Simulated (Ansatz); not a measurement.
## Profile along the Gd–Gd line in Gd (hcp, Mg type)

Gd (hcp, Mg type)

```xyz
2
Lattice="3.6484 0.0000 0.0000 -1.8242 3.1596 0.0000 0.0000 0.0000 5.8348" Properties=species:S:1:pos:R:3 pbc="T T T"
Gd     0.0000     2.1064     4.3761
Gd     1.8242     1.0532     1.4587
```

Fields along a shortest Gd–Gd line of a (1 -1 0 0) plane (3.65 Å), from Gd to Gd, interpolated on the slice's grid (step about 0.2 Å). Level of theory: PBE (plane waves to 420 eV, PAW, scalar-relativistic; Ansatz, a program for electronic structure). k mesh 15×15×8. Inside the PAW spheres the values are not all-electron values, and peaks at nuclei hang on which shells count as valence. Gd was relaxed with its symmetry unable to fall. Relaxed Gd ends ferromagnetic. Other magnetic orders were not checked, so this need not be the ground state. The f-shell state is unchecked: a lower one may exist.

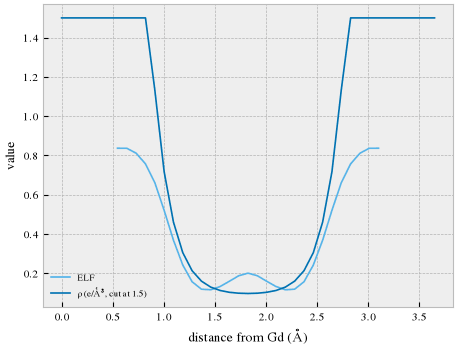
Figure. ELF (away from the nuclei) and valence density from Gd to Gd.

Density on the Gd–Gd line (3.65 Å) at its midpoint: 0.10 e/Å³. ELF at that point: 0.20.
